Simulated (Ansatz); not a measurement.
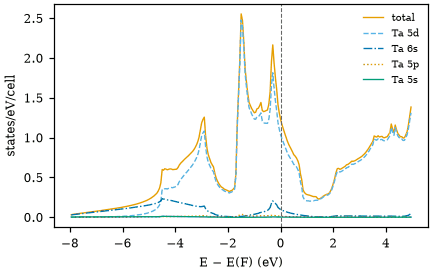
Total and projected density of states of Ta (bcc (W type), Im-3m), plane-wave PAW r²SCAN (Ansatz code)

Question: Which orbitals carry the states next to the Fermi level?

Answer: Within 0.5 eV of the Fermi level: Ta 5d 85 %, Ta 6s 8 %, outside the projected shells 6 %. Projections are on Löwdin-orthogonalised atomic valence shells; empty p or d shells of many metals are not among them.

Question: Where is the tallest occupied peak in this window, and what makes it?

Answer: Near -1.5 eV, about 2.6 states/eV per cell; the largest projected share is Ta 5d.

Symmetry was held in the r²SCAN relaxation. The run is not spin-polarised. Scalar-relativistic: spin–orbit coupling is off unless named, which matters more the heavier the elements.

Potentials: the earlier of the program's two PAW sets.
